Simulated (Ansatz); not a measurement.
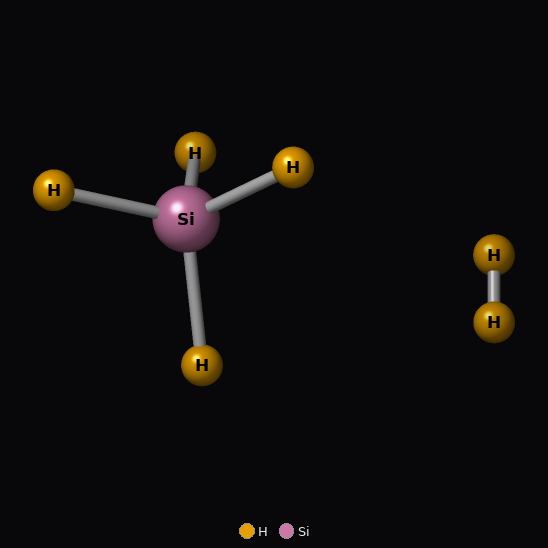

The picture shows the input geometry.

The calculation was set up as follows.

```yaml
crystal:
  periodic: [false, false, false]
  atoms:
    - {symbol: H, position_ang: [0.408311, 0.213520, -2.475024]}
    - {symbol: H, position_ang: [0.046214, -0.439117, -2.479627]}
    - {symbol: Si, position_ang: [-0.090726, 0.045078, 0.990444]}
    - {symbol: H, position_ang: [-1.190404, -0.771904, 0.418300]}
    - {symbol: H, position_ang: [1.214340, -0.583691, 0.666024]}
    - {symbol: H, position_ang: [-0.248922, 0.123493, 2.464805]}
    - {symbol: H, position_ang: [-0.138712, 1.412720, 0.414979]}
basis:
  gaussian: {orbitals: "def2-TZVPPD.json"}
hamiltonian: {xc: hse06, dispersion: d4}
```

Output:

```
Functional definition: HSE06
  name "HSE06"
  cite "Heyd, Scuseria & Ernzerhof, J. Chem. Phys. 118, 8207 (2003) doi:10.1063/1.1564060"
  cite "Krukau, Vydrov, Izmaylov & Scuseria, J. Chem. Phys. 125, 224106 (2006) doi:10.1063/1.2404663"
  cite "Heyd & Scuseria, J. Chem. Phys. 120, 7274 (2004) doi:10.1063/1.1668634"
  cite "Ernzerhof & Perdew, J. Chem. Phys. 109, 3313 (1998) doi:10.1063/1.476928"
  cite "Perdew, Burke & Ernzerhof, Phys. Rev. Lett. 77, 3865 (1996) doi:10.1103/PhysRevLett.77.3865"
  parent pbe
  parameter a = 0.25
  parameter omega = 0.11/bohr
  # The whole range is PBE's own exchange, as in plane waves. The composition of these papers is wPBEh.
  exchange = pbe_x - a*pbe_x_sr(omega) + a*exact_x_sr(omega)
  correlation = pbe_c
676 factors; their error is unknown
86 factors; integrals over basis functions are off by at most 7.2e-6 eV
mean field evaluation 1: about -7970.1807 eV, gradient 1.2e1 eV
mean field evaluation 2: about -7970.5901 eV, gradient 5.3e0 eV
mean field evaluation 4: about -7970.6810 eV, gradient 9.6e-2 eV
mean field evaluation 8: about -7970.6926 eV, gradient 2.7e-3 eV
mean field -7970.69258628 eV, -292.9175498162 hartree, gradient 7.5e-5 eV, S^2 0.000000; 0 other end points of the search recorded, 0 dependent functions left out
reference -7970.69262591 eV, -292.9175512726 hartree; 10, 10 occupied and 140, 140 virtual orbitals, 676 factors
Total energy: -7970.73925615 eV, -292.9192649024 hartree
```
